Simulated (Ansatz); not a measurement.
The figure comes from a scan of Rh (fcc, Cu type): one Rh atom of a 4-atom cell moves by s along Cartesian [110], with its periodic images. Computed with r2SCAN (plane waves to 500 eV, PAW, scalar-relativistic; Ansatz, a quantum-chemistry and plane-wave program). k mesh 10×10×10 (Γ-centred), Fermi-Dirac smearing 0.05 eV. The energy includes the smearing's −TS. With partly filled bands, energies and forces of such displacements shift with the k mesh and the smearing. Rh is run without spin polarisation. Rh was relaxed with its symmetry unable to fall. The zero of ΔE is the undisplaced structure.

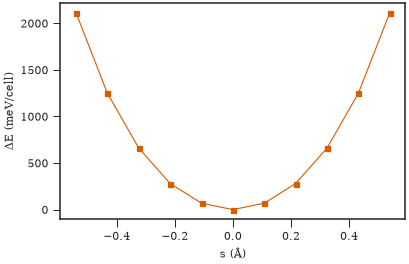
Figure: ΔE (meV/cell) against s (Å); markers are the computed points, lines only join them.

Question: List the plotted points as numbers.

Answer: To the nearest 50:

```
s (Å)   ΔE (meV/cell)
------  -------------
-0.540           2100
-0.432           1250
-0.324            650
-0.216            300
-0.108             50
0.000               0
0.108              50
0.216             300
0.324             650
0.432            1250
0.540            2100
```

(A displaced cell: forces are minus the slopes of the energy, force constants its curvatures, and phonons follow from these.)
